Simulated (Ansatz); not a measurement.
# KCaF3 (Pm-3m): what size, symmetry and threads cost in G0W0

Wanted: scaling of time and memory of G0W0 for KCaF3 (Pm-3m), at one physical accuracy.

Calculated with Ansatz 0.2.0; G0W0 on LDA, plane waves, PAW.

## 1. The starting structure

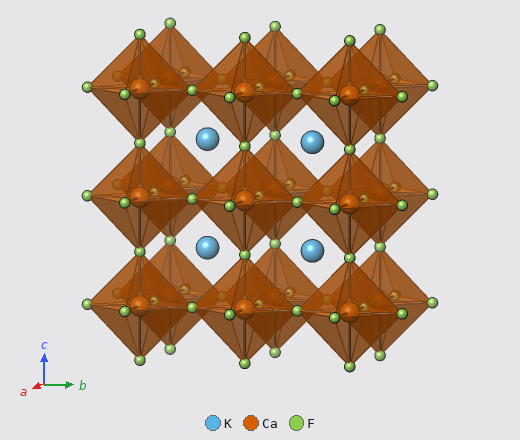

The cell as given, slightly off an axis (potassium blue, calcium orange, fluorine green). 1×2×2 cells are drawn. Some periodic images of atoms are drawn too.

The cell and positions are those that the Materials Project relaxed with its own functionals (PBE, PBE+U or r2SCAN), kept fixed. The default PAW set here is soft_2. Its files were made with PBE.

## 2. 5 atoms (1×1×1 cells), 2×2×2 mesh

G0W0 replaces the xc potential by the self-energy, built once from these orbitals. Only a window of levels is corrected, while the sums run over the empty bands that the input names.

Input file input.yaml:

```yaml
crystal:
  lattice:
    - [4.481726, 0.0, 0.0]
    - [0.0, 4.481726, 0.0]
    - [0.0, 0.0, 4.481726]
  atoms:
    - { symbol: K, position: [0.5, 0.5, 0.5] }
    - { symbol: Ca, position: [0.0, 0.0, 0.0] }
    - { symbol: F, position: [0.0, 0.5, 0.0] }
    - { symbol: F, position: [0.0, 0.0, 0.5] }
    - { symbol: F, position: [0.5, 0.0, 0.0] }
kpoints:
  mp_grid: { grid: [2, 2, 2] }
hamiltonian:
  xc: lda
scf:
  occupations: { method: fixed }
gw:
  n_empty_bands: 95
  ecut_chi: 60.0
  qp_bands: [v1, c1]
  qp_kpoints: band_edges
  screening: { model: contour_deformation }
```

Launch:

```bash
$ ansatz run input.yaml --threads 16 --pin off --max-ram 36864MiB --backend cpu --events-out ev --progress --plain --runs-dir out
```

Numbers of over 12 decimals in the logs are rounded to 6 here.

The log of the run:

```text
Engine: ansatz 0.2.0, aarch64-unknown-linux-gnu
Pseudopotentials: kind: paw
Pseudopotential: K, paw, valence charge 9, recommended cutoff 420 eV (normal), K.paw.azcp
Pseudopotential: Ca, paw, valence charge 10, recommended cutoff 420 eV (normal), Ca.paw.azcp
Pseudopotential: F, paw, valence charge 7, recommended cutoff 420 eV (normal), F.paw.azcp
Functional definition: SPW92
  exchange = slater_x
  correlation = pw_c
Crystal: 5 atoms, lattice volume = 90.019 Å³
Basis set: ecut = 420 eV, 1791 PW (Γ)
Bands: 25, of which v1, the nominal top of the filled ones, is band 20 counted from 1 (19 counted from 0)
Symmetry: 48 space group operations
Space group: Pm-3m (ITA 221), of the structure as read, at distance tolerance 4.5e-5 Å
k-points: 4 of 8
Non-local potential: K, projectors of the file, l = 0: 3, l = 1: 2, l = 2: 2
Non-local potential: Ca, projectors of the file, l = 0: 3, l = 1: 2, l = 2: 2
Non-local potential: F, projectors of the file, l = 0: 2, l = 1: 2, l = 2: 1
PAW form: soft (Blöchl's): semilocal exchange-correlation on the pseudo side does not see the compensation charge
PAW frozen core: K, regenerated for the run's functional, and the local potential with it (the file was generated under x = pbe(κ = 0.804, μ = 0.219515), c = pbe(β = 0.066725))
PAW frozen core: Ca, regenerated for the run's functional, and the local potential with it (the file was generated under x = pbe(κ = 0.804, μ = 0.219515), c = pbe(β = 0.066725))
PAW frozen core: F, regenerated for the run's functional, and the local potential with it (the file was generated under x = pbe(κ = 0.804, μ = 0.219515), c = pbe(β = 0.066725))
PAW one-centre angular grid: K, 110 points (default); XC on 64 Gauss nodes
PAW one-centre angular grid: Ca, 110 points (default); XC on 64 Gauss nodes
PAW one-centre angular grid: F, 110 points (default); XC on 64 Gauss nodes
Initial density: superposition of atomic densities (neutral atoms: chi_scale 0, normalization atom), corrected by the library's trained network
Initial wavefunctions: pseudopotential atomic-orbital guess
Functional: x = slater, c = lda
SCF iter   1: F=—  HF=-5658.931241 eV  |F-HF|=—  |Δ(HF+E_count)|=         —  Δρ=1.55e-2  dr2=1.59e-1  ethr=1.77e-3  ⟨swp⟩=5.0  Hψ=401  notcnv=0  defer=9
preconditioner: auto → Resta (q_TF=auto, 2.383 Å⁻¹)  ε∞=3.0  [insulator: Δε(μ)=5.519 eV  Ē_g=16.779 eV  n_scr=18 (ndim 8)  ℏωp=23.5 eV  f_vac=0.110  ε∞_Penn≈3.0]
SCF iter   2: F=—  HF=-5658.890078 eV  |F-HF|=—  |Δ(HF+E_count)|=   4.12e-2  Δρ=5.34e-3  dr2=9.37e-3  ethr=3.97e-4  ⟨swp⟩=2.2  Hψ=193  notcnv=0  defer=7
SCF iter   3: F=—  HF=-5658.887350 eV  |F-HF|=—  |Δ(HF+E_count)|=   2.73e-3  Δρ=1.91e-3  dr2=1.94e-3  ethr=2.34e-5  ⟨swp⟩=2.2  Hψ=161  notcnv=0  defer=7
SCF iter   4: F=—  HF=-5658.886775 eV  |F-HF|=—  |Δ(HF+E_count)|=   5.75e-4  Δρ=3.10e-4  dr2=6.90e-5  ethr=4.85e-6  ⟨swp⟩=3.2  Hψ=177  notcnv=0  defer=10
SCF iter   5: F=—  HF=-5658.886769 eV  |F-HF|=—  |Δ(HF+E_count)|=   6.03e-6  Δρ=3.52e-5  dr2=1.23e-6  ethr=1.73e-7  ⟨swp⟩=2.0  Hψ=176  notcnv=0  defer=8
SCF iter   6: F=-5658.886770 eV  HF=-5658.886770 eV  |F-HF|=3.37e-9  |Δ(HF+E_count)|=   7.15e-7  Δρ=5.19e-6  dr2=3.51e-8  ethr=2.50e-10  ⟨swp⟩=8.2  Hψ=442  notcnv=0
SCF 1 converged in 6 iterations: F = -5658.886770 eV  dr2 = 3.51e-8
[...]
NSCF: frozen V_eff on 4 k-points
G₀W₀ screening: q 1/4
[... further progress lines ...]
SCF converged after 6 iterations
Free energy (F): -5658.886770 eV
Harris-Foulkes:  -5658.886770 eV  (|F-HF|=3.37e-9)
Internal energy: -5658.886770 eV  (E = F + TS)
E sigma→0 (E₀):  -5658.886770 eV
Fermi energy:    0.752278 eV
--- Per-component energies (eV) ---
  E_band       = -375.697260
  E_kinetic    = 1146.591073
  E_local      = -3244.668753  (includes V_loc(G=0)·N_el)
  E_nonlocal   = 309.004739
  E_hartree    = 1173.982244
  E_xc         = -503.143085
  E_vxc        = -637.712116  (∫ρ·V_xc dr)
  E_paw        = -2121.004378  (= ΣΔE_a)
  E_vpaw       = -296.889212  (= ΣTr[D̂ρ^β])
  E_aug_tail   = 0.006078  (compensation charges beyond the density's cutoff)
  E_ewald      = -2420.535108
  E_core_change = 0.880421  (= ΣΔE_core)
  E_smearing   = -0.000000  (= −TS)
  E_closure    = 0.000000  (closes the sum)
  Σ components = -5658.886770   (vs F -5658.886770, Δ=0.00e0)
--- Band table (eV) ---
  k-point 0: bands = [... 16 lower, 0.3627, 0.5725, 0.5725, 0.5725, 6.5451, 9.4193, 9.4193, 9.4193, ... 1 higher]
  k-point 1: bands = [... 16 lower, 0.1160, 0.2333, 0.5035, 0.5035, 8.6458, 9.2396, 9.7881, 10.2179, ... 1 higher]
  k-point 2: bands = [... 16 lower, 0.1700, 0.1700, 0.2570, 0.7415, 9.6522, 10.0053, 10.0116, 10.0116, ... 1 higher]
  k-point 3: bands = [... 16 lower, -0.5477, 0.7523, 0.7523, 0.7523, 10.2381, 10.2381, 10.2381, 10.5788, ... 1 higher]
--- G₀W₀: contour deformation, 5 samples at zero and on the imaginary axis and 1 off it, 8 q-points, 95 empty bands' worth ---
  eigenvalues of the whole cell's RPA ε∞ on this k-mesh (on a slab, of 1 + 4πα/V) = 2.0818, 2.0818, 2.0818; static W/v taken at q = 0 is 0.480354
  bands read: the sum over 115 bands ends inside a degenerate multiplet in 2 slots, whose members it reads at an even weight; the widest, k=3: bands 115 to 117 (counted from 1) at 1/3 each
  gw.qp_kpoints: band_edges: 4 of 4 stored k-points solved, in 1 pass; an edge of the gap read off the rows below is read off those points alone
    ik  band        ε_KS         Σx   Σc(E_QP)       V_xc       Z   E_QP_lin       E_QP  E_QP is
     0    20      0.5725   -31.4613     5.5876   -23.7868  0.7873    -1.5739    -1.5144  root
     0    21      6.5451    -4.7017    -3.1620    -9.5004  0.8819     8.2005     8.1819  root
     1    20      0.5035   -31.2991     5.5797   -23.6156  0.7871    -1.6612    -1.6003  root
     1    21      8.6458    -6.5314    -2.9725   -11.4108  0.8695    10.5816    10.5527  root
     2    20      0.7415   -31.1535     5.5500   -23.4965  0.7860    -1.4266    -1.3655  root
     2    21      9.6522    -8.9801    -3.1874   -14.7394  0.8545    12.2875    12.2241  root
     3    20      0.7523   -31.2031     5.5589   -23.5347  0.7859    -1.4185    -1.3573  root
     3    21     10.2381    -4.9804    -3.3824   -10.8517  0.8751    12.7807    12.7268  root
```

The job ended after 1.2 s (16 threads of Arm Neoverse V2, shared host; peak memory 0.36 GiB; 8.5 s of CPU time).

Reading the cycles: dr2 is the Hartree energy of the density residual (eV), the measure of convergence; HF is the Harris–Foulkes estimate of the energy, which meets the free energy F at convergence.

Numbers from this step:

| Property | Result |
| --- | --- |
| bands summed | 115 |
| RPA ε∞ on this mesh (eigenvalues) | 2.082, 2.082, 2.082 |
| plane waves in the screening matrix | 93 |
| q-points in the mesh | 8 |
| G0W0 gap on the mesh | 9.539 eV |
| k of the valence top | -0.5, -0.5, -0.5 |
| k of the conduction bottom | 0, 0, 0 |
| starting gap on the mesh | 5.793 eV |
| Z at the valence top | 0.7859 |
| Z at the conduction bottom | 0.8819 |
| least direct G0W0 gap on the computed points | 9.696 eV |

The gap on the mesh goes from 5.79 eV to 9.54 eV, a correction of +3.75 eV. Between the two edge states, bare exchange in place of the xc potential would open the gap by 12.47 eV, and correlation takes back 8.72 eV.

## 3. No symmetry, 2×2×2 mesh

Edit input.yaml of step 2 so:

```diff
@@ -11,2 +11,3 @@
     - { symbol: F, position: [0.5, 0.0, 0.0] }
+  symmetry: { detect: false }
 kpoints:
```

The log of the run:

```text
[...]
Crystal: 5 atoms, lattice volume = 90.019 Å³
Basis set: ecut = 420 eV, 1791 PW (Γ)
Bands: 25, of which v1, the nominal top of the filled ones, is band 20 counted from 1 (19 counted from 0)
Symmetry: 1 space group operations
k-points: 8
[...]
SCF iter   1: F=—  HF=-5658.931253 eV  |F-HF|=—  |Δ(HF+E_count)|=         —  Δρ=1.55e-2  dr2=1.59e-1  ethr=1.77e-3  ⟨swp⟩=5.0  Hψ=809  notcnv=0  defer=17
[...]
3    21      9.6521    -8.9801    -3.1874   -14.7394  0.8545    12.2875    12.2241  root
[...]
6    20      0.7415   -31.1535     5.5500   -23.4965  0.7860    -1.4267    -1.3656  root
     6    21      9.6521    -8.9801    -3.1874   -14.7394  0.8545    12.2875    12.2240  root
     7    20      0.7522   -31.2031     5.5589   -23.5347  0.7859    -1.4186    -1.3573  root
     7    21     10.2380    -4.9804    -3.3824   -10.8517  0.8751    12.7807    12.7268  root
[key lines of the parts left out:]
SCF converged after 7 iterations
Free energy (F): -5658.886770 eV
Fermi energy:    0.752251 eV
```

Wall time 2.2 s (16 threads); peak memory 0.5 GiB.

Numbers from this step:

* bands summed: 115
* RPA ε∞ on this mesh (eigenvalues): 2.082, 2.082, 2.082
* plane waves in the screening matrix: 93
* G0W0 gap on the mesh: 9.539 eV
* k of the valence top: -0.5, -0.5, -0.5
* k of the conduction bottom: 0, 0, 0
* starting gap on the mesh: 5.793 eV
* least direct G0W0 gap on the computed points: 9.696 eV

Against the run with 2×2×2 mesh, 95 empty bands, screening to 60 eV, the gap moves by +0.0001 eV.

## 4. 1 thread, 2×2×2 mesh

Edit input.yaml of step 3 so:

```diff
@@ -11,3 +11,2 @@
     - { symbol: F, position: [0.5, 0.0, 0.0] }
-  symmetry: { detect: false }
 kpoints:
```

Launch:

```bash
$ ansatz run input.yaml --threads 1 --pin off --max-ram 36864MiB --backend cpu --events-out ev --progress --plain --runs-dir out
```

The log of the run:

```text
[...]
Crystal: 5 atoms, lattice volume = 90.019 Å³
Basis set: ecut = 420 eV, 1791 PW (Γ)
Bands: 25, of which v1, the nominal top of the filled ones, is band 20 counted from 1 (19 counted from 0)
Symmetry: 48 space group operations
[...]
k-points: 4 of 8
[...]
1    20      0.5035   -31.2991     5.5797   -23.6156  0.7871    -1.6612    -1.6003  root
     1    21      8.6458    -6.5314    -2.9725   -11.4108  0.8695    10.5816    10.5527  root
     2    20      0.7415   -31.1535     5.5500   -23.4965  0.7860    -1.4266    -1.3655  root
     2    21      9.6522    -8.9801    -3.1874   -14.7394  0.8545    12.2875    12.2241  root
     3    20      0.7523   -31.2031     5.5589   -23.5347  0.7859    -1.4185    -1.3573  root
     3    21     10.2381    -4.9804    -3.3824   -10.8517  0.8751    12.7807    12.7268  root
[key lines of the parts left out:]
SCF converged after 6 iterations
Free energy (F): -5658.886770 eV
Fermi energy:    0.752278 eV
```

Wall time 5.2 s (1 thread); peak memory 0.29 GiB.

Numbers from this step:

```
bands summed                                 : 115
RPA ε∞ on this mesh (eigenvalues)            : 2.082, 2.082, 2.082
plane waves in the screening matrix          : 93
G0W0 gap on the mesh                         : 9.539 eV
k of the valence top                         : -0.5, -0.5, -0.5
k of the conduction bottom                   : 0, 0, 0
starting gap on the mesh                     : 5.793 eV
least direct G0W0 gap on the computed points : 9.696 eV
```

Against the run with 2×2×2 mesh, 95 empty bands, screening to 60 eV, the gap moves by +0.000 eV.

## 5. 2 threads, 2×2×2 mesh

input.yaml is that of step 4.

Launch:

```bash
$ ansatz run input.yaml --threads 2 --pin off --max-ram 36864MiB --backend cpu --events-out ev --progress --plain --runs-dir out
```

The log of the run:

```text
[...]
Crystal: 5 atoms, lattice volume = 90.019 Å³
Basis set: ecut = 420 eV, 1791 PW (Γ)
Bands: 25, of which v1, the nominal top of the filled ones, is band 20 counted from 1 (19 counted from 0)
Symmetry: 48 space group operations
[...]
k-points: 4 of 8
[...]
1    20      0.5035   -31.2991     5.5797   -23.6156  0.7871    -1.6612    -1.6003  root
     1    21      8.6458    -6.5314    -2.9725   -11.4108  0.8695    10.5816    10.5527  root
     2    20      0.7415   -31.1535     5.5500   -23.4965  0.7860    -1.4266    -1.3655  root
     2    21      9.6522    -8.9801    -3.1874   -14.7394  0.8545    12.2875    12.2241  root
     3    20      0.7523   -31.2031     5.5589   -23.5347  0.7859    -1.4185    -1.3573  root
     3    21     10.2381    -4.9804    -3.3824   -10.8517  0.8751    12.7807    12.7268  root
[key lines of the parts left out:]
SCF converged after 6 iterations
Free energy (F): -5658.886770 eV
Fermi energy:    0.752278 eV
```

Elapsed: 3 s, on 2 threads; peak memory 0.32 GiB.

(Unchanged from step 4.)

Against the run with 2×2×2 mesh, 95 empty bands, screening to 60 eV, the gap moves by +0.000 eV.

## 6. 4 threads, 2×2×2 mesh

input.yaml is that of step 5.

Launch:

```bash
$ ansatz run input.yaml --threads 4 --pin off --max-ram 36864MiB --backend cpu --events-out ev --progress --plain --runs-dir out
```

The log of the run:

```text
[...]
Crystal: 5 atoms, lattice volume = 90.019 Å³
Basis set: ecut = 420 eV, 1791 PW (Γ)
Bands: 25, of which v1, the nominal top of the filled ones, is band 20 counted from 1 (19 counted from 0)
Symmetry: 48 space group operations
[...]
k-points: 4 of 8
[...]
1    20      0.5035   -31.2991     5.5797   -23.6156  0.7871    -1.6612    -1.6003  root
     1    21      8.6458    -6.5314    -2.9725   -11.4108  0.8695    10.5816    10.5527  root
     2    20      0.7415   -31.1535     5.5500   -23.4965  0.7860    -1.4266    -1.3655  root
     2    21      9.6522    -8.9801    -3.1874   -14.7394  0.8545    12.2875    12.2241  root
     3    20      0.7523   -31.2031     5.5589   -23.5347  0.7859    -1.4185    -1.3573  root
     3    21     10.2381    -4.9804    -3.3824   -10.8517  0.8751    12.7807    12.7268  root
[key lines of the parts left out:]
SCF converged after 6 iterations
Free energy (F): -5658.886770 eV
Fermi energy:    0.752278 eV
```

Run time: 1.6 s. Hardware: 4 threads; peak memory 0.39 GiB.

(Unchanged from step 4.)

Against the run with 2×2×2 mesh, 95 empty bands, screening to 60 eV, the gap moves by +0.000 eV.

## 7. 8 threads, 2×2×2 mesh

input.yaml is that of step 6.

Launch:

```bash
$ ansatz run input.yaml --threads 8 --pin off --max-ram 36864MiB --backend cpu --events-out ev --progress --plain --runs-dir out
```

The log of the run:

```text
[...]
Crystal: 5 atoms, lattice volume = 90.019 Å³
Basis set: ecut = 420 eV, 1791 PW (Γ)
Bands: 25, of which v1, the nominal top of the filled ones, is band 20 counted from 1 (19 counted from 0)
Symmetry: 48 space group operations
[...]
k-points: 4 of 8
[...]
1    20      0.5035   -31.2991     5.5797   -23.6156  0.7871    -1.6612    -1.6003  root
     1    21      8.6458    -6.5314    -2.9725   -11.4108  0.8695    10.5816    10.5527  root
     2    20      0.7415   -31.1535     5.5500   -23.4965  0.7860    -1.4266    -1.3655  root
     2    21      9.6522    -8.9801    -3.1874   -14.7394  0.8545    12.2875    12.2241  root
     3    20      0.7523   -31.2031     5.5589   -23.5347  0.7859    -1.4185    -1.3573  root
     3    21     10.2381    -4.9804    -3.3824   -10.8517  0.8751    12.7807    12.7268  root
[key lines of the parts left out:]
SCF converged after 6 iterations
Free energy (F): -5658.886770 eV
Fermi energy:    0.752278 eV
```

It took 1.3 s on 8 threads; peak memory 0.37 GiB; 6.2 s of CPU time.

Numbers from this step:

- bands summed: 115
- RPA ε∞ on this mesh (eigenvalues): 2.082, 2.082, 2.082
- plane waves in the screening matrix: 93
- G0W0 gap on the mesh: 9.539 eV
- k of the valence top: -0.5, -0.5, -0.5
- k of the conduction bottom: 0, 0, 0
- starting gap on the mesh: 5.793 eV
- least direct G0W0 gap on the computed points: 9.696 eV

Against the run with 2×2×2 mesh, 95 empty bands, screening to 60 eV, the gap moves by +0.000 eV.

## 8. 10 atoms (2×1×1 cells), 1×2×2 mesh

Input file input.yaml:

```yaml
crystal:
  lattice:
    - [8.963452, 0.0, 0.0]
    - [0.0, 4.481726, 0.0]
    - [0.0, 0.0, 4.481726]
  atoms:
    - { symbol: K, position: [0.25, 0.5, 0.5] }
    - { symbol: Ca, position: [0.0, 0.0, 0.0] }
    - { symbol: F, position: [0.0, 0.5, 0.0] }
    - { symbol: F, position: [0.0, 0.0, 0.5] }
    - { symbol: F, position: [0.25, 0.0, 0.0] }
    - { symbol: K, position: [0.75, 0.5, 0.5] }
    - { symbol: Ca, position: [0.5, 0.0, 0.0] }
    - { symbol: F, position: [0.5, 0.5, 0.0] }
    - { symbol: F, position: [0.5, 0.0, 0.5] }
    - { symbol: F, position: [0.75, 0.0, 0.0] }
kpoints:
  mp_grid: { grid: [1, 2, 2] }
hamiltonian:
  xc: lda
scf:
  occupations: { method: fixed }
gw:
  n_empty_bands: 190
  ecut_chi: 60.0
  qp_bands: [v1, c1]
  qp_kpoints: band_edges
  screening: { model: contour_deformation }
```

Launch:

```bash
$ ansatz run input.yaml --threads 16 --pin off --max-ram 36864MiB --backend cpu --events-out ev --progress --plain --runs-dir out
```

The log of the run:

```text
[...]
Crystal: 10 atoms, lattice volume = 180.039 Å³
Basis set: ecut = 420 eV, 3541 PW (Γ)
Bands: 50, of which v1, the nominal top of the filled ones, is band 40 counted from 1 (39 counted from 0)
Symmetry: 32 space group operations
[...]
k-points: 3 of 4
[...]
0    40      0.5724   -31.4613     5.5875   -23.7867  0.7873    -1.5740    -1.5146  root
     0    41      6.5451    -4.7017    -3.1614    -9.5004  0.8819     8.2011     8.1824  root
     1    40      0.7415   -31.1535     5.5500   -23.4965  0.7860    -1.4266    -1.3656  root
     1    41      8.6458    -6.5314    -2.9720   -11.4109  0.8695    10.5821    10.5532  root
     2    40      0.7522   -31.2031     5.5589   -23.5347  0.7859    -1.4186    -1.3574  root
     2    41      9.6521    -8.9801    -3.1873   -14.7394  0.8545    12.2876    12.2242  root
[key lines of the parts left out:]
SCF converged after 7 iterations
Free energy (F): -11317.773540 eV
Fermi energy:    0.752253 eV
```

Elapsed: 3.4 s, on 16 threads; peak memory 0.75 GiB.

This step gave:

- bands summed: 230
- RPA ε∞ on this mesh (eigenvalues): 2.082, 2.082, 2.082
- plane waves in the screening matrix: 187
- G0W0 gap on the mesh: 9.540 eV
- k of the valence top: 0, -0.5, -0.5
- k of the conduction bottom: 0, 0, 0
- starting gap on the mesh: 5.793 eV
- least direct G0W0 gap on the computed points: 9.697 eV

The gap on the mesh goes from 5.79 eV to 9.54 eV, a correction of +3.75 eV. Between the two edge states, bare exchange in place of the xc potential would open the gap by 12.47 eV, and correlation takes back 8.72 eV.

(Part 1 of 2 ends here.)

[Paths, hosts, dates, memory and timing lines, banners, echoed tables and standing remarks are left out of the program output.]

[Logs are printed without paths, hosts, clocks, repeated set-up lines and the standing remarks that a program may print on its own settings, such as how far it seeks lower states.]

[Runs of the session that timed out or met a known fault of the program may be left out.]

[Cells called generated may have been cut or substituted from an entry of the Crystallography Open Database or the Materials Project.]

[Hosts, paths, dates, database ids (printed as entryN), source tags and the programs' standing remarks are cut or masked in the printed files.]
